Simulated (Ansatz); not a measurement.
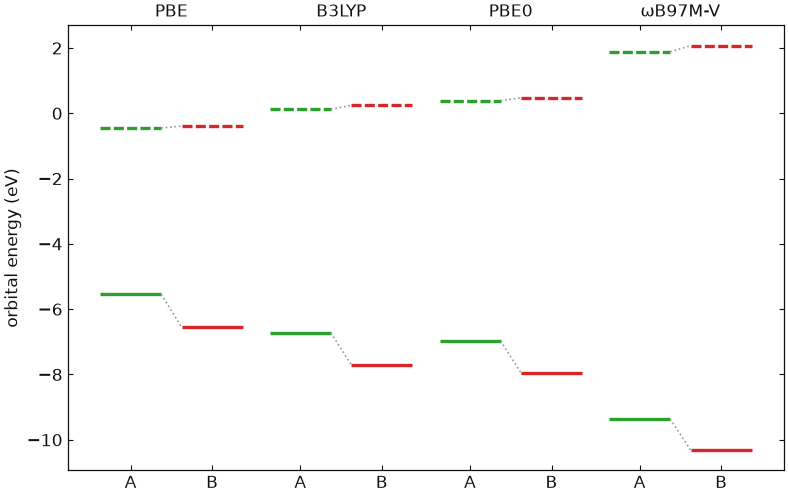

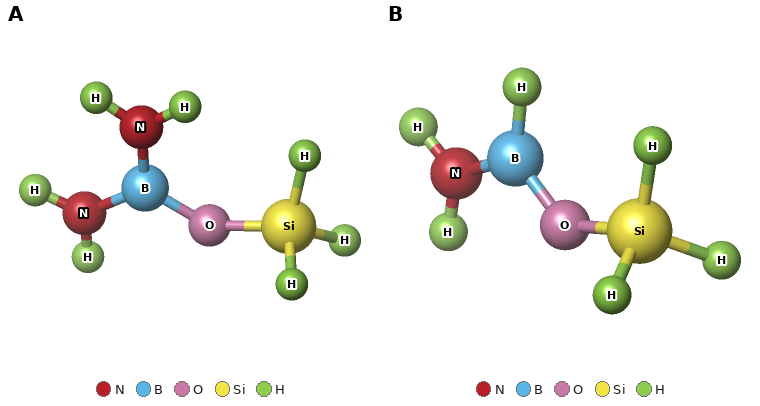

One change: A, BSiN₂H₇O (SMILES NB(N)O[SiH3]), becomes B, BSiNH₆O (SMILES NBO[SiH3]). NH₂ on B is replaced by H. HOMO (solid) and LUMO (dashed) computed in def2-TZVPP at PBE0-D4/def2-TZVP geometries, both minima by their frequencies, gas phase, the Ansatz code 0.2.0. Empty levels above zero depend strongly on the basis.

Question: What does the change do to HOMO and LUMO?

Answer: PBE: the HOMO falls by 1.01 eV, the LUMO rises by 0.06 eV, and the separation goes from 5.10 to 6.16 eV. B3LYP: the HOMO falls by 0.97 eV, the LUMO rises by 0.12 eV, and the separation goes from 6.85 to 7.94 eV. PBE0: the HOMO falls by 0.98 eV, the LUMO rises by 0.08 eV, and the separation goes from 7.36 to 8.42 eV. ωB97M-V: the HOMO falls by 0.95 eV, the LUMO rises by 0.19 eV, and the separation goes from 11.25 to 12.39 eV.

Question: Do the functionals agree on the effect?

Answer: They agree on the direction for both levels; the HOMO shift lies between −1.01 and −0.95 eV and the LUMO shift between 0.06 and 0.19 eV, while the separations themselves differ by up to 6.2 eV between functionals.

Note: one conformer of each flexible molecule.
